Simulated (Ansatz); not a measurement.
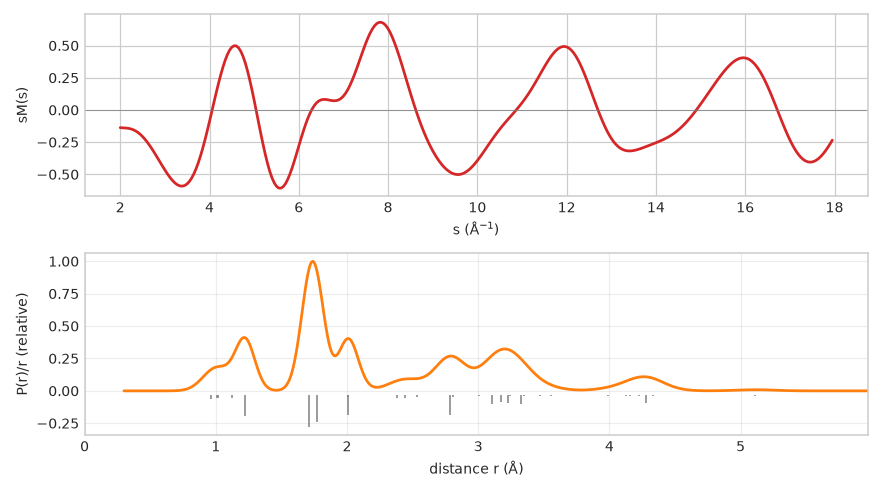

Simulated gas electron diffraction: reduced molecular intensity sM(s) from the Debye equation in the first Born approximation (top) and the radial distribution curve (bottom) of CH₄AlNO₂. Each pair of atoms contributes with weight ZᵢZⱼ/r (bars below the curve); damping constant 0.0015 Å²; vibrational amplitudes assumed, not computed: 0.05 Å for bonds, 0.078 Å for bonds to H, 0.06 + 0.015 r up to 0.15 Å for other pairs. The geometry is the end point of an optimisation (Ansatz 0.2.0, RKS B3LYP-D4/6-31G*); it may be a saddle point or a higher isomer. SMILES: [NH2][Al]([OH])[CH]=O.

**Read the positions of the first 6 clear peaks and name the main pairs (– for bonds).**

Peak 1, 1.22 Å: N–H 1.01 Å (×2), C–H 1.12 Å, O–C 1.22 Å, not resolved; in its flanks O–H 0.96 Å
Peak 2, 1.74 Å: Al–O 1.71 Å, Al–N 1.77 Å, not resolved
Peak 3, 2.01 Å: Al–C 2.01 Å, O···H 2.01 Å
Peak 4, 2.79 Å: Al···H 2.53–2.81 Å (×2), Al···O 2.78 Å, not resolved; in its flanks Al···H 2.38–2.44 Å
Peak 5, 3.20 Å: O···N 3.11–3.32 Å (×2), N···C 3.17 Å, O···C 3.22 Å, not resolved
Peak 6, 4.26 Å: O···H 3.99–4.33 Å (×2), C···H 4.12–4.16 Å (×2), O···O 4.28 Å, not resolved
